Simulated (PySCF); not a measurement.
# CH5Si (SMILES [CH2][SiH3]) at UMP2/cc-pVDZ

Aim: a structure relaxation of CH5Si. Input form: a Python script.

Program for the calculation: PySCF 2.14.0.

2 further runs of the same task are left out: 2 set aside as unsound or not needed.

## Step 1: The structure to begin with

The species is CH5Si (7 atoms), meant as a doublet with charge 0. As SMILES, `[CH2][SiH3]`. The shape is that of a PBE0-D4/def2-TZVP optimisation. The run starts from this shape.

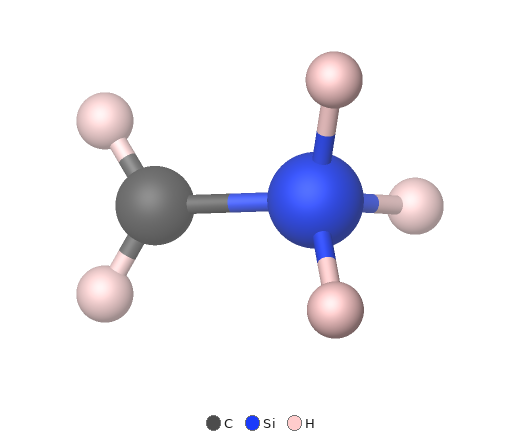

Viewed from a chosen angle; carbon dark grey, silicon blue, hydrogen pink.

## Step 2: A geometry optimisation at UMP2/cc-pVDZ

Contents of job.py:

```python
from pyscf import gto, mp
from pyscf.geomopt.geometric_solver import kernel as optimise

molecule = gto.Mole()
molecule.atom = [
    ('C', (-0.172600, -1.103000, 0.047400)),
    ('Si', (0.132300, 0.709800, -0.029000)),
    ('H', (-1.139000, -1.522200, 0.308500)),
    ('H', (0.588300, -1.834800, -0.203800)),
    ('H', (-0.191200, 1.256600, -1.379100)),
    ('H', (-0.719700, 1.420100, 0.961800)),
    ('H', (1.563100, 1.005600, 0.248500)),
]
molecule.max_memory = 1860
molecule.basis = 'cc-pvdz'
molecule.verbose = 3
molecule.spin = 1
molecule.build()

hf = molecule.UHF()
hf.conv_tol = 1e-10
hf.kernel()
if not hf.converged:
    hf = hf.newton().run(hf.mo_coeff, hf.mo_occ)
pt = mp.MP2(hf).run()
converged, mol_eq = optimise(pt, maxsteps=60, convergence_set='GAU_TIGHT')
print('converged:', converged)
print(mol_eq.tostring())

hf.reset(mol_eq)
molecule = mol_eq
hf.kernel()
if not hf.converged:
    hf = hf.newton().run(hf.mo_coeff, hf.mo_occ)
pt = mp.MP2(hf).run()
energy = pt.e_tot
print('E(%s) = %.9f' % ('MP2', energy))
```

The run is started by

```bash
$ OMP_NUM_THREADS=1 python job.py
```

**Question.** What will come out? Wanted: total energy at the end; dipole moment; HOMO energy; LUMO energy; correlation energy; ⟨S²⟩ of the reference determinant.

Answer, from the run:

At UMP2/cc-pVDZ:

```
                                                  quantity          value
                                   total energy at the end  -329.89564 Eh
                      dipole moment (Hartree–Fock density)         0.67 D
HOMO energy (Hartree–Fock orbitals) (highest over α and β)      -10.39 eV
 LUMO energy (Hartree–Fock orbitals) (lowest over α and β)        2.55 eV
                                        correlation energy     -233.4 mEh
                         ⟨S²⟩ of the reference determinant          0.761
```

**Reading.** At the final geometry: Bond lengths: C1–Si2 1.864 Å, C1–H3 1.095 Å, C1–H4 1.095 Å, Si2–H5 1.492 Å, Si2–H6 1.489 Å, Si2–H7 1.489 Å. Angles: C1–Si2–H5 111.4°, C1–Si2–H6 110.1°, C1–Si2–H7 110.1°, Si2–C1–H3 122.5°, Si2–C1–H4 122.5°, H5–Si2–H6 107.9°, H5–Si2–H7 107.9°, H6–Si2–H7 109.3°, H3–C1–H4 114.9°. The optimisation took 18 steps and changed the energy by -0.010 eV.
